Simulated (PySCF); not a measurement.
## Electronic structure of C$_{5}$H$_{9}$Al (SMILES C=C/[C]([AlH2])=C/C) in real space

```xyz
15

C     2.5244    0.5753    0.0344
C     1.5853   -0.1637    0.6137
C     0.1936   -0.0985    0.1717
Al   -0.2458    1.3254   -1.1567
C    -0.7102   -0.9669    0.6599
C    -2.1453   -0.9427    0.2601
H     2.2539    1.2443   -0.7808
H     3.5611    0.5533    0.3237
H     1.8356   -0.8338    1.4301
H     0.2375    2.7956   -1.0140
H    -1.1295    1.0664   -2.4107
H    -0.4321   -1.7433    1.3702
H    -2.4457   -1.8977   -0.1715
H    -2.3045   -0.1480   -0.4780
H    -2.7827   -0.7577    1.1260
```

Geometry: GFN2-xTB.

Computed with PySCF 2.14.0, CAM-B3LYP/def2-SVPD, SCF density, gas phase.

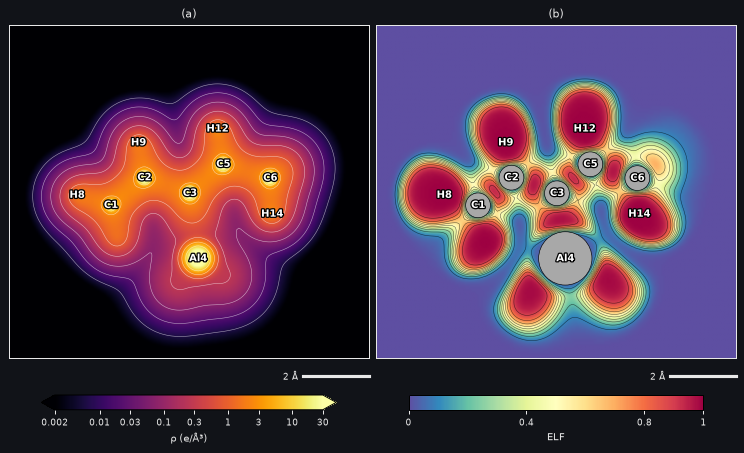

Figure 1. (a) electron density; (b) ELF on the plane of atoms C3, C5 and C6. Grey discs cover the atomic cores in the ELF map.

Question: Describe what can be read from this map.

Answer: Atoms in the plane: C, Al and H. C–C (1.33 Å): the density is about 2.3 e/Å³ at the midpoint; the ELF peaks at about 0.95 between the atoms: a multiple bond. C–Al (2.00 Å): the density is about 0.7 e/Å³ at the midpoint; the ELF peaks at about 1 between the atoms; a polar covalent bond. C–H (1.08 Å): ρ at the midpoint is about 2 e/Å³; the ELF climbs to about 1 towards the hydrogen, as it does in any bond to H: a covalent bond by its length. C–C (1.46 Å): the density is about 1.8 e/Å³ at the midpoint; the ELF peaks at about 0.95 between the atoms, as expected for a shared electron pair.

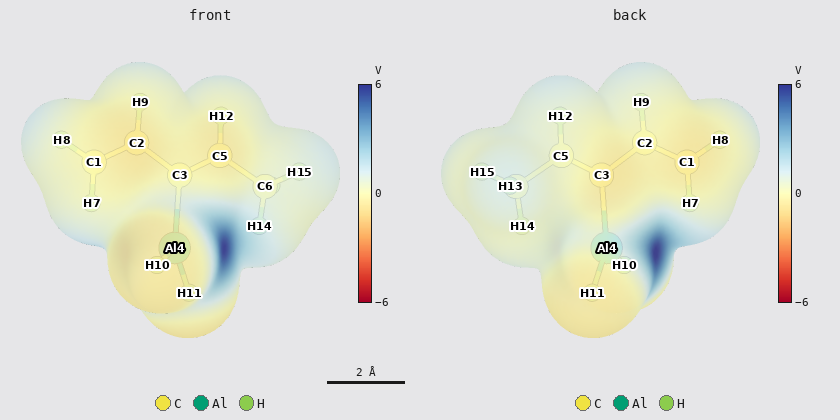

Figure 2. The electrostatic potential painted on the density surface at 0.004 e/bohr³, seen from the front and from behind; the colour scale runs from red (negative) to blue (positive).

Question: Describe the electrostatic potential map.

Answer: The most negative region (about −0.7 V) lies over the π face of C1, C2 and C3, the most positive (about +5.5 V) over Al4.
